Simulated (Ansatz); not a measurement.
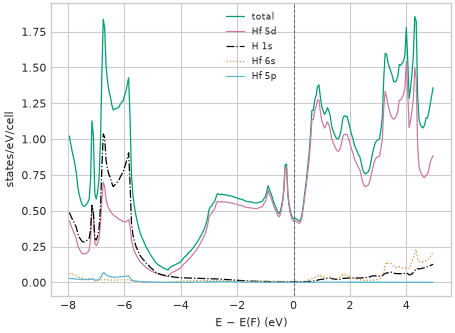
Total and projected density of states of HfH₂ in space group I4/mmm (No. 139; Hf on 2a, H on 4d), the program Ansatz at the r²SCAN level (PAW)

Q: Which orbitals carry the states next to the Fermi level?

A: Within 0.5 eV of the Fermi level: Hf 5d 96 %. Projections are on Löwdin-orthogonalised atomic valence shells; empty p or d shells of many metals are not among them.

Q: Where is the tallest occupied peak in this window, and what makes it?

A: Near -6.8 eV, about 1.8 states/eV per cell; the largest projected share is H 1s.

The workflow started from a Materials Project entry (that database holds measured and hypothetical structures alike); the Crystallography Open Database files this formula in space group No. 139, but the cells were not matched. Its standing as an ambient phase is unchecked. The r²SCAN relaxation kept the symmetry of its start; its stability against distortions is not shown here. The run is not spin-polarised. Scalar-relativistic: spin–orbit coupling is off unless named, which matters more the heavier the elements.

Potentials: the later of the program's two PAW sets.
